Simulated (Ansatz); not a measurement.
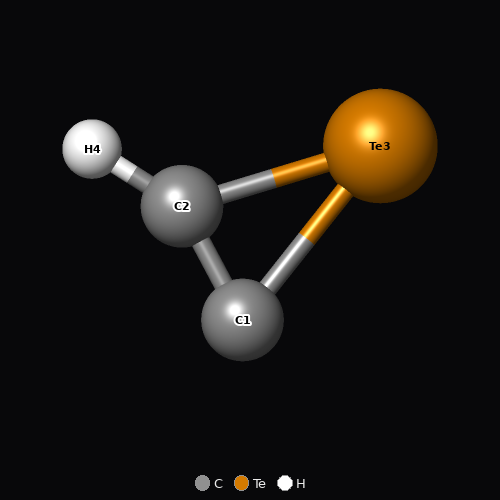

The system is C2HTe, SMILES [C]1=C[Te]1, spin multiplicity 2; the picture shows the reference structure. First axis: bond length C2–H4. Second axis: angle H4–C2–Te3. Nothing is relaxed (all other coordinates rigid). Grid: 11 × 11 points. Points are written as (first, second). Energies: kJ/mol, counted from the lowest grid point. All numbers below come from Ansatz 0.2.0, UKS PBE0-D4/def2-TZVP.

Its coordinates:

```xyz
4

C    -0.5329   -0.5659    0.8814
C    -0.3461    0.1930   -0.1607
Te    1.6097   -0.4791    0.2001
H    -0.7307    0.8520   -0.9208
```

Range: bond length C2–H4 from 0.948 to 1.346 Å; angle H4–C2–Te3 from 95.5 to 165.5°.

What will the energy surface look like?

Answer. The lowest grid point is at (1.067 Å, 130.5°). No other kind of well shows on this grid. The highest grid point, (1.346 Å, 95.5°), lies 133 kJ/mol above the lowest. Round the minimum the two coordinates are nearly uncoupled.

```tsv
angle H4–C2–Te3 ↓, bond length C2–H4 →	0.948	0.988	1.028	1.067	1.107	1.147	1.187	1.227	1.267	1.306	1.346
165.5	97	74	60	54	54	59	67	78	91	106	123
158.5	76	54	40	35	35	40	49	60	74	89	106
151.5	60	38	25	20	20	25	34	46	61	76	94
144.5	48	26	14	9	10	15	25	37	52	67	85
137.5	41	19	7	2	3	9	19	31	46	63	80
130.5	38	17	5	0	1	7	17	30	45	62	80
123.5	40	18	6	2	4	10	20	33	48	65	83
116.5	46	24	13	8	10	16	27	40	55	72	90
109.5	56	34	23	19	20	27	37	51	66	83	102
102.5	70	48	37	33	34	41	52	65	81	97	116
95.5	88	66	55	50	52	58	69	82	98	114	133
```

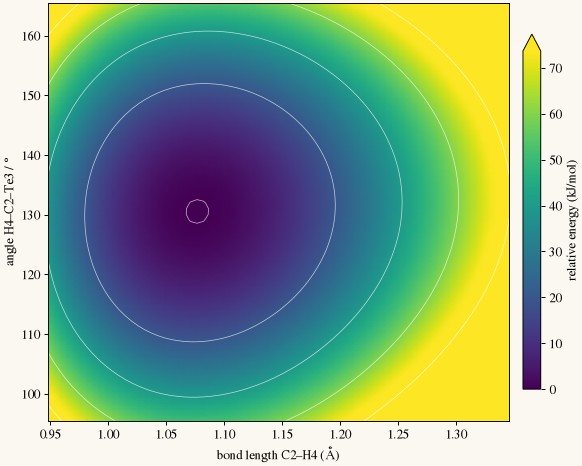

The picture shows a smooth colour map with a few white contour lines, one colour for all values above the top of the scale. Between grid points the surface is interpolated.

The whole map (121 points run) took 11 min on 1 thread of Arm Neoverse V2, with other jobs on the host.
